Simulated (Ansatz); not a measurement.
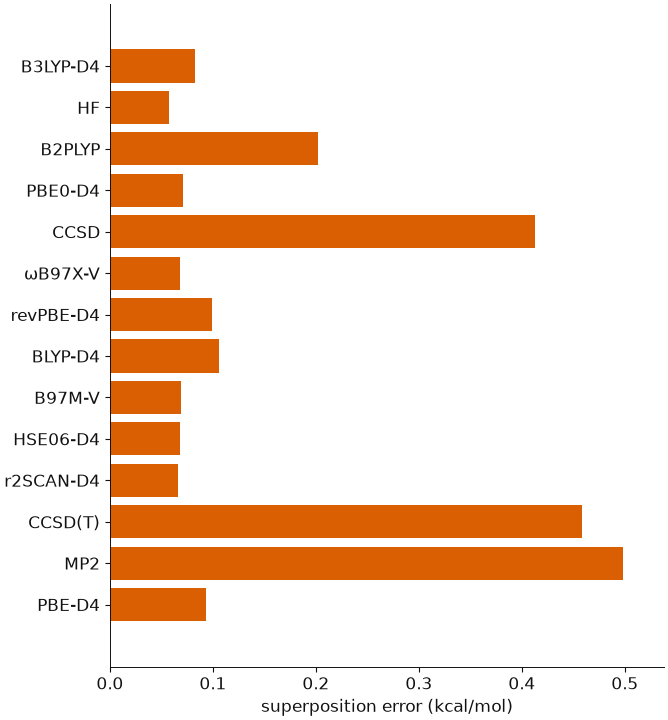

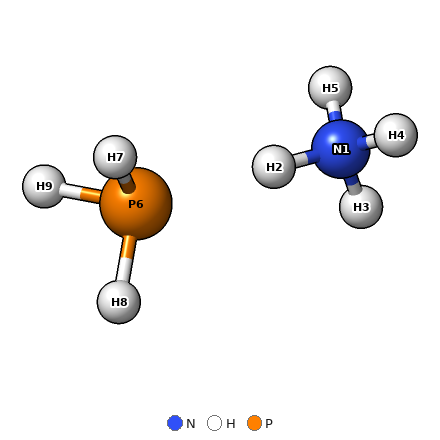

Basis-set superposition error of the pair H₄N⁺ and H₃P (SMILES [NH4+].P) at one optimised PBE0-D4 geometry, drawn, with the closest contact H2···P6 2.21 Å (H···H pairs aside; other arrangements can bind more strongly; the cost of deforming the partners isn't counted), def2-TZVPPD, the Ansatz code; cores frozen in correlated methods.

### What range do the values span?

From 0.06 kcal/mol (HF) to 0.50 kcal/mol (MP2).

### Give the values.

| level | kcal/mol |
| --- | --- |
| B3LYP-D4 | 0.08 |
| HF | 0.06 |
| B2PLYP | 0.20 |
| PBE0-D4 | 0.07 |
| CCSD | 0.41 |
| ωB97X-V | 0.07 |
| revPBE-D4 | 0.10 |
| BLYP-D4 | 0.11 |
| B97M-V | 0.07 |
| HSE06-D4 | 0.07 |
| r2SCAN-D4 | 0.07 |
| CCSD(T) | 0.46 |
| MP2 | 0.50 |
| PBE-D4 | 0.09 |
